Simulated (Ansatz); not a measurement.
Input file:

```
crystal:
  periodic: [false, false, false]
  atoms:
    - { symbol: W, position_ang: [0.0, 0.0, 0.0] }
    - { symbol: H, position_ang: [0.0, 0.0, 1.97] }
    - { symbol: Cl, position_ang: [2.39, 0.0, 0.0] }
    - { symbol: Cl, position_ang: [0.0, 2.39, 0.0] }
    - { symbol: O, position_ang: [-1.94, 0.0, 0.0] }
    - { symbol: H, position_ang: [-2.2771, -0.1263, 0.9437] }
    - { symbol: Cl, position_ang: [0.0, -2.39, 0.0] }
    - { symbol: H, position_ang: [0.0, 0.0, -1.72] }
    - { symbol: Cl, position_ang: [0.0, 0.0, 3.64] }
magnetization:
  spin_polarized: true
  initial_magnetization: 1
basis:
  gaussian: { orbitals: def2-SVP }
hamiltonian:
  xc: pbe
relax:
  f_tol: 0.15
  max_steps: 25
  restrain:
    - { distance: [1, 8], at: 1.37, k: 30.0 }
    - { distance: [0, 1], at: 2.92, k: 30.0 }
output:
  orbitals: {}
```

Launched as:

```sh
ansatz run input.yaml --threads 4 --pin off --max-ram 5120MiB --backend cpu --events-out ev --progress --plain --runs-dir out
```

The fields are those of the run's last geometry, not of the input's.

Core potentials replace the inner electrons of W; not at a stationary point (largest force 0.6 eV/Å).

Method: UKS PBE/def2-SVP (Ansatz 0.2.0).

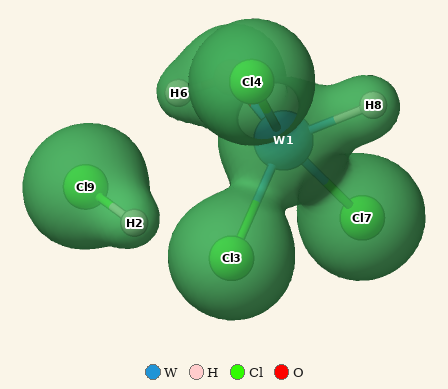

Cl₃H₂OW···HCl (doublet). Isosurface of the electron density at 0.4 e/Å³ (green), seen at a tilt.

### How is the density connected at this value?

At this value the surface falls into two separate pieces. It bridges the sampled W–O (1.83 Å), W–Cl (2.33 Å) and O–H (1.00 Å) contacts, where the density stays above the isovalue. It is pinched off along the sampled Cl···H (2.22 Å) contacts. On the grid the lowest density along these lines, outside the cores, is 0.18 e/Å³ (Cl···H, 2.22 Å), 1.2 e/Å³ (W–O, 1.83 Å), 0.64 e/Å³ (W–Cl, 2.33 Å) and 2 e/Å³ (O–H, 1.00 Å).
